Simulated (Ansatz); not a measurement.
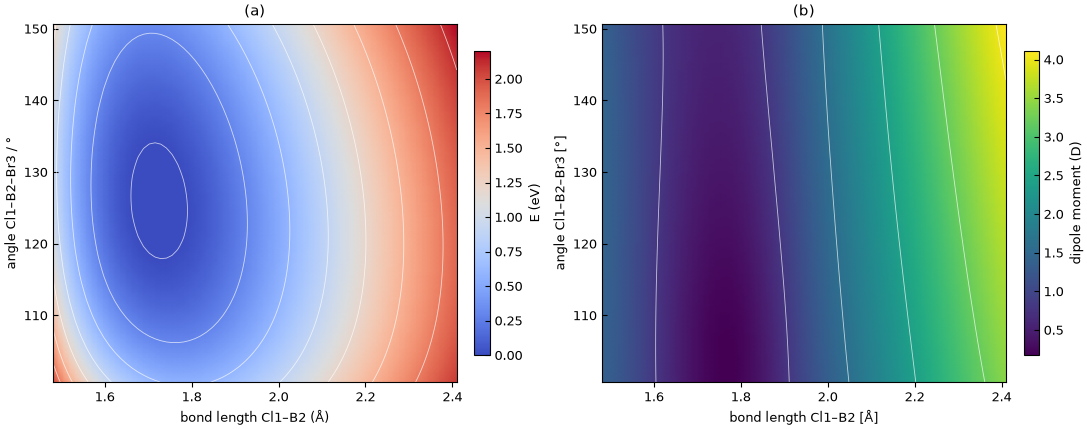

BBrCl, SMILES Cl[B]Br, spin multiplicity 2. First axis: bond length Cl1–B2. Second axis: angle Cl1–B2–Br3. Nothing is relaxed (all other coordinates rigid). The scan uses a 7 × 7 grid. Energies are in eV, from the lowest grid point. Theory: UKS r2SCAN-D4/def2-TZVP (Ansatz 0.2.0).

Panel (a) is the energy and panel (b) the computed dipole moment on the same grid.

The picture shows a smooth colour map with a few white contour lines. Between grid points the surface is interpolated.

> How does the dipole moment vary over the map, and what is it at the lowest grid point?

Leaving out the highest fifth of the energies, it runs from 0.20 D at bond length Cl1–B2 = 1.790 Å, angle Cl1–B2–Br3 = 100.7° to 3.16 D at bond length Cl1–B2 = 2.255 Å, angle Cl1–B2–Br3 = 142.4°. At the lowest grid point, bond length Cl1–B2 = 1.790 Å, angle Cl1–B2–Br3 = 125.7°, it is 0.39 D.

```csv
"angle Cl1–B2–Br3 ↓, bond length Cl1–B2 →",1.480,1.635,1.790,1.945,2.100,2.255,2.410
150.7,1.39,0.75,0.61,1.34,2.29,3.26,4.12
142.4,1.44,0.74,0.55,1.30,2.23,3.16,3.99
134.0,1.46,0.72,0.48,1.25,2.16,3.06,3.88
125.7,1.45,0.69,0.39,1.19,2.09,2.97,3.76
117.4,1.43,0.65,0.30,1.13,2.01,2.87,3.65
109.0,1.40,0.63,0.22,1.07,1.94,2.77,3.53
100.7,1.38,0.63,0.20,1.02,1.86,2.68,3.41
```
